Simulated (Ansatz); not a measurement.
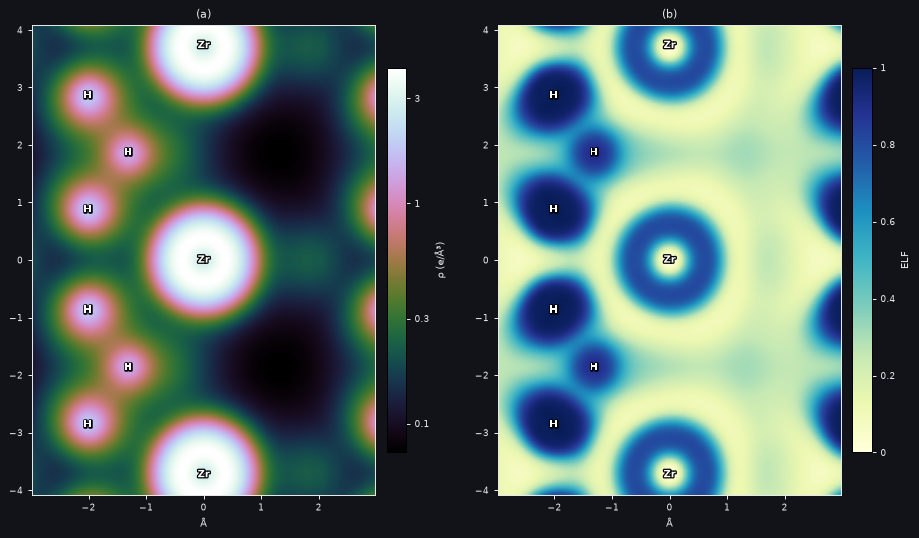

*ZrH5. (a) valence electron density; (b) electron localisation function on the (101) plane of the conventional cell.*

Space group F-43m; a structure generated by program, which may or may not match a known phase; computed without spin polarisation.

Computed with Ansatz 0.2.0, DFT PBE, scalar-relativistic, plane waves, PAW.

In a PAW calculation such maps are meaningful between the atoms, not at the nuclei.

**Interpret the plot.**

- Atoms in the plane: Zr and H.
- Zr–H (2.20 Å): ρ is about 0.39 e/Å³ halfway; the ELF climbs to about 1 towards the hydrogen.
- Zr–H (2.28 Å): ρ is about 0.33 e/Å³ halfway; the ELF climbs to about 0.85 towards the hydrogen.
- Between the atoms the lowest density in this plane is 0.07 e/Å³.
- The features right at Zr lie inside the PAW spheres, where the map follows smoothed inner orbitals and isn't to be read closely.
